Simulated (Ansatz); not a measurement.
# CH₄AlNS: a short trajectory

What does CH₄AlNS do in its first 100 fs at constant energy, with the temperature set to 700 K?

Computed with Ansatz 0.2.0, Gaussian basis. Level: PBE/def2-SVP with D3(BJ) with three-body dispersion.

**1. The geometry**

The structure was relaxed beforehand with PBE0-D4 in a triple-zeta def2 set.

8 atoms, charge 0, spin multiplicity 1.

Atoms are counted from 1 here; the program's logs count them from 0.

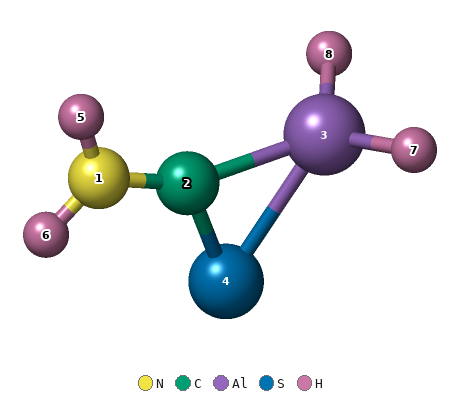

The structure; nitrogen yellow, carbon teal, aluminium purple, sulfur blue, hydrogen pink; atoms are numbered from 1 in the order of the file.

As a file:

```mol
CH4AlNS
  3D, bonds by distance, orders not assigned

  8  8  0  0  0  0  0  0  0  0999 V2000
   -0.4121    1.5513   -0.2910 N   0  0
   -0.2750    0.2794   -0.0112 C   0  0
    0.7038   -1.4205    0.1776 Al  0  0
   -1.5120   -0.7294    0.5290 S   0  0
    0.3760    2.0903   -0.6092 H   0  0
   -1.2999    2.0289   -0.1979 H   0  0
    1.5677   -1.6004    1.4941 H   0  0
    0.9439   -2.2567   -1.1471 H   0  0
  1  2  8  0
  1  5  8  0
  1  6  8  0
  2  3  8  0
  2  4  8  0
  3  4  8  0
  3  7  8  0
  3  8  8  0
M  END
```

**2. Dynamics**

Input file in.yaml:

```yaml
crystal:
  periodic: [false, false, false]
  atoms:
    - {symbol: N, position_ang: [-0.412123, 1.551320, -0.290959]}
    - {symbol: C, position_ang: [-0.275004, 0.279356, -0.011223]}
    - {symbol: Al, position_ang: [0.703781, -1.420486, 0.177623]}
    - {symbol: S, position_ang: [-1.512021, -0.729355, 0.528970]}
    - {symbol: H, position_ang: [0.375957, 2.090319, -0.609221]}
    - {symbol: H, position_ang: [-1.299894, 2.028892, -0.197866]}
    - {symbol: H, position_ang: [1.567734, -1.600397, 1.494076]}
    - {symbol: H, position_ang: [0.943869, -2.256650, -1.147100]}
basis:
  gaussian: {orbitals: def2-SVP}
hamiltonian: {xc: {name: PBE}, dispersion: d3bjatm}
md: {timestep: 2 fs, n_steps: 50, ensemble: nve, temperature: 700, initial_velocities: maxwell_boltzmann, seed: 878}
```

Started as:

```sh
> ansatz run in.yaml --threads 2 --pin off --events-out ev --progress --plain --max-ram 4352MiB
```

Standard output:

```text
Functional definition: PBE
  name "PBE"
  cite "Perdew, Burke & Ernzerhof, Phys. Rev. Lett. 77, 3865 (1996) doi:10.1103/PhysRevLett.77.3865"
  parent pbe
  parameter kappa = 0.804
  parameter beta = 0.06672455060314922
  exchange = pbe_x(kappa = kappa, mu = beta*pi^2/3)
  correlation = pbe_c(beta = beta)
960 factors; their error is unknown
mean field evaluation 1: about -19996.6691 eV, gradient 6.1e1 eV
mean field evaluation 2: about -19968.8817 eV, gradient 1.2e2 eV
mean field evaluation 4: about -20005.1562 eV, gradient 1.3e1 eV
mean field evaluation 8: about -20005.6179 eV, gradient 2.5e-1 eV
mean field evaluation 16: about -20005.5589 eV, gradient 7.3e-5 eV
mean field -20005.55887422 eV, -735.1907283727 hartree, gradient 2.3e-5 eV, S^2 0.000000; 0 other end points of the search recorded, 0 dependent functions left out
the calculation of the forces begins
reference -20005.55891265 eV, -735.1907297851 hartree; 23, 23 occupied and 61, 61 virtual orbitals, 960 factors
md step     0: t =     0.00 fs  T =   700.0 K  F+E_penalty+E_count = -20005.73337492 eV  E_kin = 0.542892 eV  conserved = -20005.19048293 eV  (28 SCF iters)
these checks for a lower state are left out or cut short: starts, cluster_reference, orbital_swaps, neighbouring_geometries, increment
960 factors; their error is unknown
mean field -20005.50545290 eV, -735.1887651755 hartree, gradient 2.1e-5 eV, S^2 0.000000; 0 other end points of the search recorded, 0 dependent functions left out
the calculation of the forces begins
reference -20005.50549162 eV, -735.1887665983 hartree; 23, 23 occupied and 61, 61 virtual orbitals, 960 factors
md step     1: t =     2.00 fs  T =   635.3 K  F+E_penalty+E_count = -20005.67982064 eV  E_kin = 0.492746 eV  conserved = -20005.18707466 eV  (31 SCF iters, 3 dispersion substeps)
these checks for a lower state are left out or cut short: starts, cluster_reference, orbital_swaps, neighbouring_geometries, increment
960 factors; their error is unknown
mean field evaluation 32: about -20005.3826 eV, gradient 2.2e-5 eV
mean field -20005.38257640 eV, -735.1842495475 hartree, gradient 2.2e-5 eV, S^2 0.000000; 0 other end points of the search recorded, 0 dependent functions left out
the calculation of the forces begins
reference -20005.38261563 eV, -735.1842509890 hartree; 23, 23 occupied and 61, 61 virtual orbitals, 960 factors
md step     2: t =     4.00 fs  T =   485.3 K  F+E_penalty+E_count = -20005.55647725 eV  E_kin = 0.376417 eV  conserved = -20005.18006030 eV  (31 SCF iters, 3 dispersion substeps)
[... from here on, the SCF cycles and remarks between the steps are left out ...]
md step     3: t =     6.00 fs  T =   367.0 K  F+E_penalty+E_count = -20005.46166729 eV  E_kin = 0.284598 eV  conserved = -20005.17706933 eV  (30 SCF iters, 3 dispersion substeps)
md step     4: t =     8.00 fs  T =   326.0 K  F+E_penalty+E_count = -20005.43608878 eV  E_kin = 0.252866 eV  conserved = -20005.18322234 eV  (31 SCF iters, 3 dispersion substeps)
md step     5: t =    10.00 fs  T =   302.4 K  F+E_penalty+E_count = -20005.41205090 eV  E_kin = 0.234562 eV  conserved = -20005.17748921 eV  (30 SCF iters, 3 dispersion substeps)
md step     6: t =    12.00 fs  T =   314.5 K  F+E_penalty+E_count = -20005.42992633 eV  E_kin = 0.243908 eV  conserved = -20005.18601861 eV  (30 SCF iters, 3 dispersion substeps)
md step     7: t =    14.00 fs  T =   309.4 K  F+E_penalty+E_count = -20005.41793805 eV  E_kin = 0.239981 eV  conserved = -20005.17795679 eV  (31 SCF iters, 3 dispersion substeps)
md step     8: t =    16.00 fs  T =   346.7 K  F+E_penalty+E_count = -20005.45547281 eV  E_kin = 0.268919 eV  conserved = -20005.18655372 eV  (30 SCF iters, 3 dispersion substeps)
md step     9: t =    18.00 fs  T =   340.2 K  F+E_penalty+E_count = -20005.44494063 eV  E_kin = 0.263865 eV  conserved = -20005.18107554 eV  (30 SCF iters, 3 dispersion substeps)
md step    10: t =    20.00 fs  T =   331.0 K  F+E_penalty+E_count = -20005.44103005 eV  E_kin = 0.256725 eV  conserved = -20005.18430520 eV  (30 SCF iters, 3 dispersion substeps)
md step    11: t =    22.00 fs  T =   311.7 K  F+E_penalty+E_count = -20005.42289578 eV  E_kin = 0.241744 eV  conserved = -20005.18115211 eV  (30 SCF iters, 3 dispersion substeps)
md step    12: t =    24.00 fs  T =   316.8 K  F+E_penalty+E_count = -20005.42306096 eV  E_kin = 0.245670 eV  conserved = -20005.17739099 eV  (30 SCF iters, 3 dispersion substeps)
md step    13: t =    26.00 fs  T =   390.0 K  F+E_penalty+E_count = -20005.48794261 eV  E_kin = 0.302445 eV  conserved = -20005.18549790 eV  (30 SCF iters, 3 dispersion substeps)
md step    14: t =    28.00 fs  T =   449.1 K  F+E_penalty+E_count = -20005.52871502 eV  E_kin = 0.348319 eV  conserved = -20005.18039556 eV  (31 SCF iters, 3 dispersion substeps)
md step    15: t =    30.00 fs  T =   457.5 K  F+E_penalty+E_count = -20005.54635588 eV  E_kin = 0.354818 eV  conserved = -20005.19153765 eV  (31 SCF iters, 3 dispersion substeps)
md step    16: t =    32.00 fs  T =   347.2 K  F+E_penalty+E_count = -20005.44868142 eV  E_kin = 0.269257 eV  conserved = -20005.17942458 eV  (31 SCF iters, 3 dispersion substeps)
md step    17: t =    34.00 fs  T =   251.2 K  F+E_penalty+E_count = -20005.38018050 eV  E_kin = 0.194838 eV  conserved = -20005.18534223 eV  (30 SCF iters, 3 dispersion substeps)
md step    18: t =    36.00 fs  T =   145.9 K  F+E_penalty+E_count = -20005.28603934 eV  E_kin = 0.113150 eV  conserved = -20005.17288911 eV  (28 SCF iters, 3 dispersion substeps)
md step    19: t =    38.00 fs  T =   166.3 K  F+E_penalty+E_count = -20005.30873729 eV  E_kin = 0.128990 eV  conserved = -20005.17974694 eV  (30 SCF iters, 3 dispersion substeps)
md step    20: t =    40.00 fs  T =   272.7 K  F+E_penalty+E_count = -20005.39392341 eV  E_kin = 0.211477 eV  conserved = -20005.18244663 eV  (30 SCF iters, 3 dispersion substeps)
md step    21: t =    42.00 fs  T =   385.1 K  F+E_penalty+E_count = -20005.48110851 eV  E_kin = 0.298645 eV  conserved = -20005.18246398 eV  (31 SCF iters, 3 dispersion substeps)
md step    22: t =    44.00 fs  T =   470.9 K  F+E_penalty+E_count = -20005.55623407 eV  E_kin = 0.365202 eV  conserved = -20005.19103246 eV  (31 SCF iters, 3 dispersion substeps)
md step    23: t =    46.00 fs  T =   450.8 K  F+E_penalty+E_count = -20005.52767623 eV  E_kin = 0.349598 eV  conserved = -20005.17807811 eV  (31 SCF iters, 3 dispersion substeps)
md step    24: t =    48.00 fs  T =   425.5 K  F+E_penalty+E_count = -20005.51586276 eV  E_kin = 0.330032 eV  conserved = -20005.18583051 eV  (31 SCF iters, 3 dispersion substeps)
md step    25: t =    50.00 fs  T =   376.7 K  F+E_penalty+E_count = -20005.47030220 eV  E_kin = 0.292182 eV  conserved = -20005.17812009 eV  (31 SCF iters, 3 dispersion substeps)
md step    26: t =    52.00 fs  T =   372.9 K  F+E_penalty+E_count = -20005.47242102 eV  E_kin = 0.289223 eV  conserved = -20005.18319833 eV  (31 SCF iters, 3 dispersion substeps)
md step    27: t =    54.00 fs  T =   379.8 K  F+E_penalty+E_count = -20005.47485121 eV  E_kin = 0.294574 eV  conserved = -20005.18027710 eV  (31 SCF iters, 3 dispersion substeps)
md step    28: t =    56.00 fs  T =   410.6 K  F+E_penalty+E_count = -20005.49868907 eV  E_kin = 0.318464 eV  conserved = -20005.18022471 eV  (31 SCF iters, 3 dispersion substeps)
md step    29: t =    58.00 fs  T =   452.2 K  F+E_penalty+E_count = -20005.53679730 eV  E_kin = 0.350729 eV  conserved = -20005.18606828 eV  (31 SCF iters, 3 dispersion substeps)
md step    30: t =    60.00 fs  T =   449.5 K  F+E_penalty+E_count = -20005.53138886 eV  E_kin = 0.348637 eV  conserved = -20005.18275205 eV  (31 SCF iters, 3 dispersion substeps)
md step    31: t =    62.00 fs  T =   428.8 K  F+E_penalty+E_count = -20005.51829134 eV  E_kin = 0.332529 eV  conserved = -20005.18576187 eV  (30 SCF iters, 3 dispersion substeps)
md step    32: t =    64.00 fs  T =   352.9 K  F+E_penalty+E_count = -20005.45647408 eV  E_kin = 0.273704 eV  conserved = -20005.18277030 eV  (30 SCF iters, 3 dispersion substeps)
md step    33: t =    66.00 fs  T =   272.4 K  F+E_penalty+E_count = -20005.39003668 eV  E_kin = 0.211297 eV  conserved = -20005.17874008 eV  (30 SCF iters, 3 dispersion substeps)
md step    34: t =    68.00 fs  T =   257.2 K  F+E_penalty+E_count = -20005.37711880 eV  E_kin = 0.199450 eV  conserved = -20005.17766886 eV  (30 SCF iters, 3 dispersion substeps)
md step    35: t =    70.00 fs  T =   314.5 K  F+E_penalty+E_count = -20005.42407116 eV  E_kin = 0.243889 eV  conserved = -20005.18018198 eV  (30 SCF iters, 3 dispersion substeps)
md step    36: t =    72.00 fs  T =   401.7 K  F+E_penalty+E_count = -20005.49790739 eV  E_kin = 0.311539 eV  conserved = -20005.18636861 eV  (30 SCF iters, 3 dispersion substeps)
md step    37: t =    74.00 fs  T =   424.7 K  F+E_penalty+E_count = -20005.51367224 eV  E_kin = 0.329397 eV  conserved = -20005.18427553 eV  (28 SCF iters, 3 dispersion substeps)
md step    38: t =    76.00 fs  T =   368.7 K  F+E_penalty+E_count = -20005.47137692 eV  E_kin = 0.285986 eV  conserved = -20005.18539052 eV  (30 SCF iters, 3 dispersion substeps)
md step    39: t =    78.00 fs  T =   281.3 K  F+E_penalty+E_count = -20005.39469134 eV  E_kin = 0.218200 eV  conserved = -20005.17649179 eV  (30 SCF iters, 3 dispersion substeps)
md step    40: t =    80.00 fs  T =   286.4 K  F+E_penalty+E_count = -20005.40165344 eV  E_kin = 0.222154 eV  conserved = -20005.17949958 eV  (31 SCF iters, 3 dispersion substeps)
md step    41: t =    82.00 fs  T =   349.1 K  F+E_penalty+E_count = -20005.45126954 eV  E_kin = 0.270745 eV  conserved = -20005.18052418 eV  (30 SCF iters, 3 dispersion substeps)
md step    42: t =    84.00 fs  T =   437.6 K  F+E_penalty+E_count = -20005.52507581 eV  E_kin = 0.339387 eV  conserved = -20005.18568833 eV  (30 SCF iters, 3 dispersion substeps)
md step    43: t =    86.00 fs  T =   483.9 K  F+E_penalty+E_count = -20005.56090356 eV  E_kin = 0.375258 eV  conserved = -20005.18564558 eV  (31 SCF iters, 3 dispersion substeps)
md step    44: t =    88.00 fs  T =   475.4 K  F+E_penalty+E_count = -20005.54883271 eV  E_kin = 0.368703 eV  conserved = -20005.18012961 eV  (31 SCF iters, 3 dispersion substeps)
md step    45: t =    90.00 fs  T =   464.0 K  F+E_penalty+E_count = -20005.55013343 eV  E_kin = 0.359858 eV  conserved = -20005.19027528 eV  (30 SCF iters, 3 dispersion substeps)
md step    46: t =    92.00 fs  T =   371.2 K  F+E_penalty+E_count = -20005.46280533 eV  E_kin = 0.287914 eV  conserved = -20005.17489087 eV  (31 SCF iters, 3 dispersion substeps)
md step    47: t =    94.00 fs  T =   303.7 K  F+E_penalty+E_count = -20005.42372441 eV  E_kin = 0.235571 eV  conserved = -20005.18815350 eV  (30 SCF iters, 3 dispersion substeps)
md step    48: t =    96.00 fs  T =   209.1 K  F+E_penalty+E_count = -20005.33727949 eV  E_kin = 0.162172 eV  conserved = -20005.17510787 eV  (30 SCF iters, 3 dispersion substeps)
md step    49: t =    98.00 fs  T =   213.2 K  F+E_penalty+E_count = -20005.34439473 eV  E_kin = 0.165312 eV  conserved = -20005.17908308 eV  (30 SCF iters, 3 dispersion substeps)
these checks for a lower state are left out or cut short: starts, cluster_reference, orbital_swaps, neighbouring_geometries, increment
960 factors; their error is unknown
mean field -20005.22799777 eV, -735.1785688874 hartree, gradient 1.8e-5 eV, S^2 0.000000; 0 other end points of the search recorded, 0 dependent functions left out
the calculation of the forces begins
reference -20005.22803626 eV, -735.1785703019 hartree; 23, 23 occupied and 61, 61 virtual orbitals, 960 factors
960 factors; their error is unknown
mean field evaluation 416: about -20005.2882 eV, gradient 3.4e-1 eV
mean field -20005.22799777 eV, -735.1785688874 hartree, gradient 2.0e-5 eV, S^2 0.000000; 1 other end points of the search recorded, 0 dependent functions left out
the calculation of the forces begins
reference -20005.22803626 eV, -735.1785703019 hartree; 23, 23 occupied and 61, 61 virtual orbitals, 960 factors
md step    50: t =   100.00 fs  T =   282.8 K  F+E_penalty+E_count = -20005.40019617 eV  E_kin = 0.219367 eV  conserved = -20005.18082935 eV  (29 SCF iters, 3 dispersion substeps)
Total energy: -20005.40023466 eV, -735.1848984764 hartree
Atom 0 at    -0.422016     1.649008    -0.292167 Å, force     2.104550    -3.188261    -0.234062 eV/Å
Atom 1 at    -0.238942     0.295751    -0.076520 Å, force    -2.078508     0.998512     0.190029 eV/Å
Atom 2 at     0.732291    -1.441564     0.184343 Å, force    -0.715783    -0.056308    -0.414847 eV/Å
Atom 3 at    -1.540918    -0.762387     0.536018 Å, force     1.282823     1.296481    -0.260354 eV/Å
Atom 4 at     0.415334     2.096397    -0.691312 Å, force    -0.459235     0.366765     0.283797 eV/Å
Atom 5 at    -1.171536     2.184190     0.106021 Å, force    -0.858354     0.484564     0.169688 eV/Å
Atom 6 at     1.626549    -1.385994     1.481916 Å, force     0.307128    -0.130252     0.147330 eV/Å
Atom 7 at     0.581058    -2.570449    -0.965919 Å, force     0.417378     0.228500     0.118418 eV/Å
Dipole moment:     0.054865     0.896600    -0.154321 e Å
```

It took 69 s on 2 threads of Arm Neoverse V1, shared host.

**3. The trajectory**

One row in 4; energies are counted from the first frame:

| time (fs) | T (K) | potential (meV) | conserved (meV) | Al3–S4 (Å) |
| --- | --- | --- | --- | --- |
| 0.0 | 700 | 0.0 | 0.00 | 2.348 |
| 8.0 | 326 | 297.3 | 7.26 | 2.443 |
| 16.0 | 347 | 277.9 | 3.93 | 2.515 |
| 24.0 | 317 | 310.3 | 13.09 | 2.552 |
| 32.0 | 347 | 284.7 | 11.06 | 2.570 |
| 40.0 | 273 | 339.5 | 8.04 | 2.567 |
| 48.0 | 426 | 217.5 | 4.65 | 2.538 |
| 56.0 | 411 | 234.7 | 10.26 | 2.483 |
| 64.0 | 353 | 276.9 | 7.71 | 2.413 |
| 72.0 | 402 | 235.5 | 4.11 | 2.350 |
| 80.0 | 286 | 331.7 | 10.98 | 2.327 |
| 88.0 | 475 | 184.5 | 10.35 | 2.356 |
| 96.0 | 209 | 396.1 | 15.37 | 2.389 |

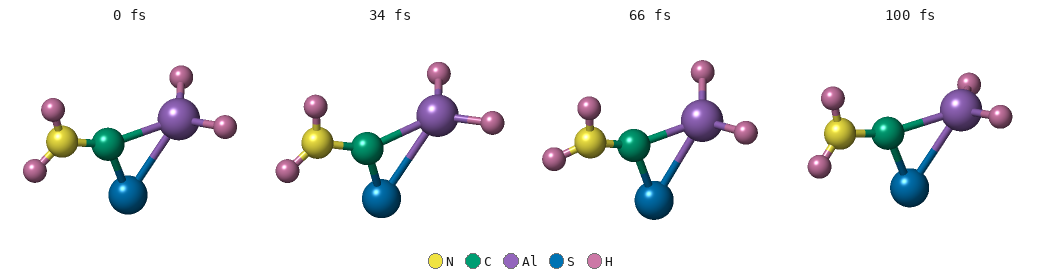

Four frames; sticks are those of the first frame.

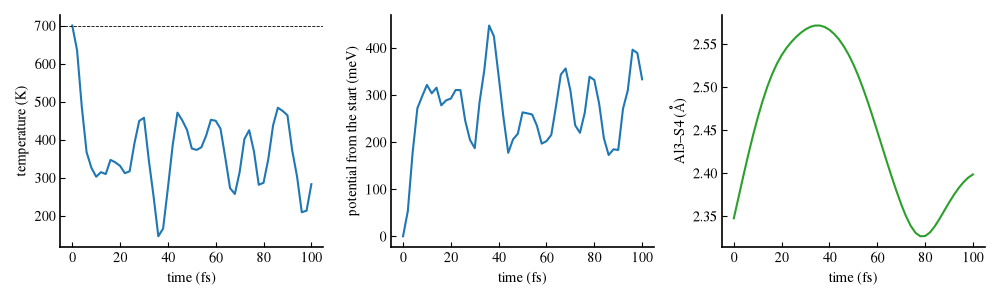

Temperature (the set value dashed), potential energy and the bond that swings most.

Positions (Å) and forces (eV/Å) at 100.0 fs:

```xyz
8

N    -0.422    1.649   -0.292    2.105   -3.188   -0.234
C    -0.239    0.296   -0.077   -2.079    0.999    0.190
Al    0.732   -1.442    0.184   -0.716   -0.056   -0.415
S    -1.541   -0.762    0.536    1.283    1.296   -0.260
H     0.415    2.096   -0.691   -0.459    0.367    0.284
H    -1.172    2.184    0.106   -0.858    0.485    0.170
H     1.627   -1.386    1.482    0.307   -0.130    0.147
H     0.581   -2.570   -0.966    0.417    0.229    0.118
```

**4. Results**

```
                              quantity                          value
                                length             50 steps of 2.0 fs
     temperature, first and last frame                     700, 283 K
              temperature, second half  mean 362 K, from 209 to 484 K
                swing of the potential                        447 meV
largest change of the conserved energy                      17.59 meV
                       range of Al3–S4               2.327 to 2.571 Å
```

From 700 K at the start the temperature swings between 146 and 700 K: with 8 atoms it has no steady value yet; starting near a minimum, about half of the kinetic energy flows into the potential. The conserved energy moves by 17.59 meV, 3.9 % of the potential's swing. Al3–S4 swings most, by 0.24 Å; no bond breaks. A run of 100 fs gives no averages.
